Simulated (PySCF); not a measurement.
PO (doublet)

```xyz
2

P     0.0000    0.0000   -0.5023
O     0.0000    0.0000    0.9727
```

Computed with PBE0/def2-TZVPPD, non-relativistic Hamiltonian with scalar-relativistic core potentials where named, at a bond length of 1.475 Å (PySCF 2.14.0).

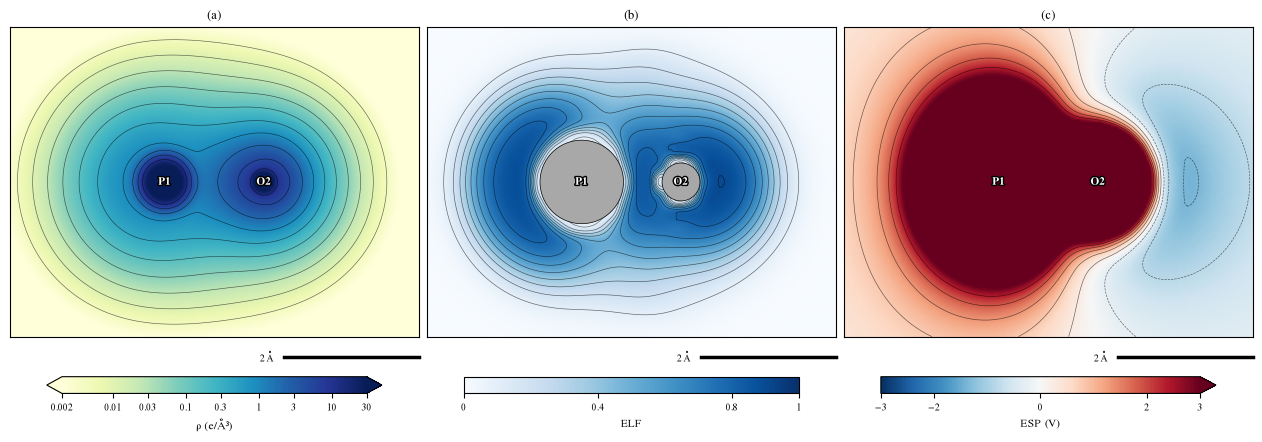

Figure 1. (a) total electron density; (b) electron localisation function; (c) electrostatic potential on a plane that holds the molecular axis. Grey discs cover the atomic cores in the ELF map.

**What do the fields say about this system?**

- The section cuts through P and O sites.
- P–O (1.47 Å): ρ is about 1.9 e/Å³ halfway; the ELF peaks at about 0.85 between the atoms (a polar covalent bond).
- The ELF also peaks beside O2 and P1, away from the bonds: non-bonding electrons, paired or unpaired.
- Outside the dense part of the molecule the potential is most negative (−1.4 V) near O2.

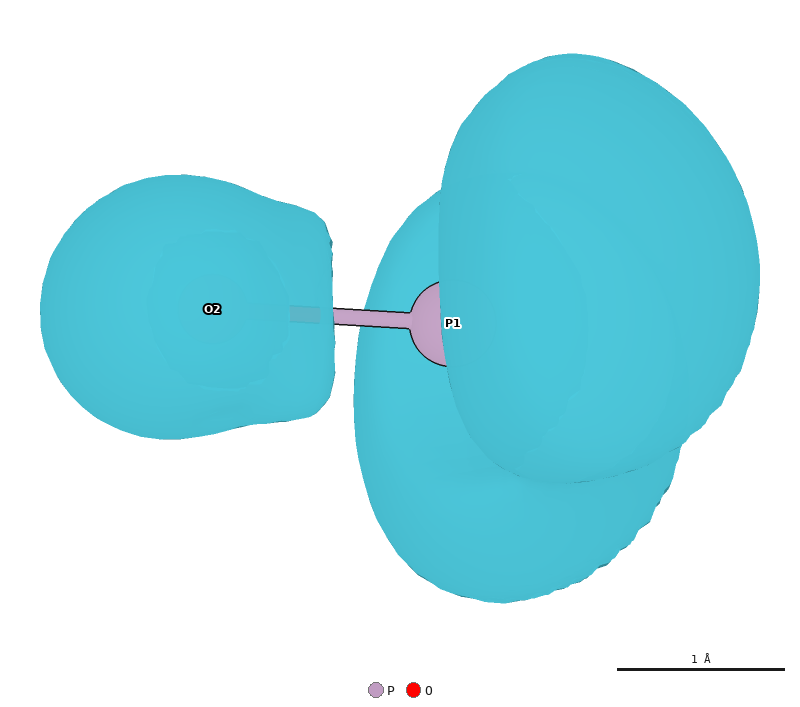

Figure 2. Isosurface of the ELF at 0.75 (cyan), seen from one side. Core shells and regions of very low density are left out.

**Where are the electrons localised?**

At this value the surface marks out one lobe on P, pointing away from the bonds (non-bonding electrons) and one region wrapped around O (its lone pairs, merged into a ring or cap).

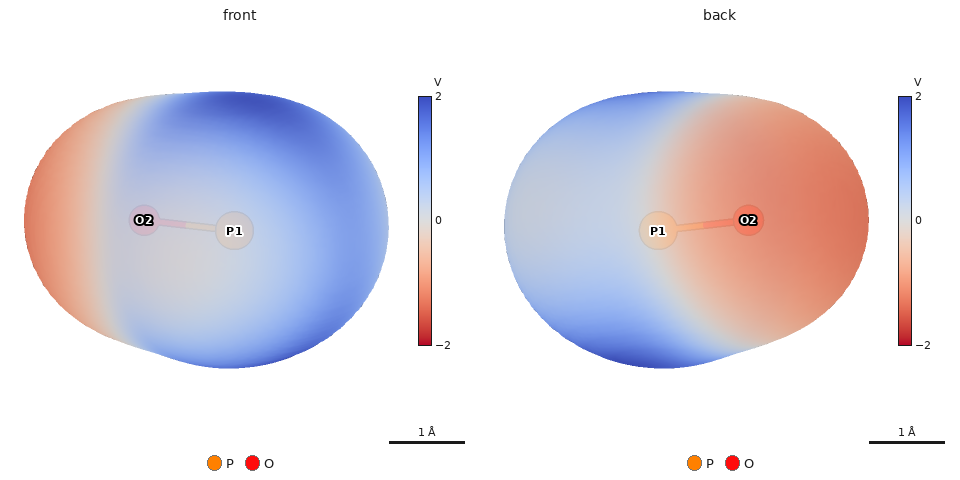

Figure 3. The electrostatic potential painted on the density surface at 0.002 e/bohr³, seen from the front and from behind; red is negative and blue positive.

**Where is the surface potential most negative and most positive?**

The most negative region (about −1.3 V, or −30 kcal/mol for a unit charge) lies over O2, the most positive (about +1.9 V, or +44 kcal/mol for a unit charge) over P1. O2 is the likeliest acceptor of a hydrogen bond.
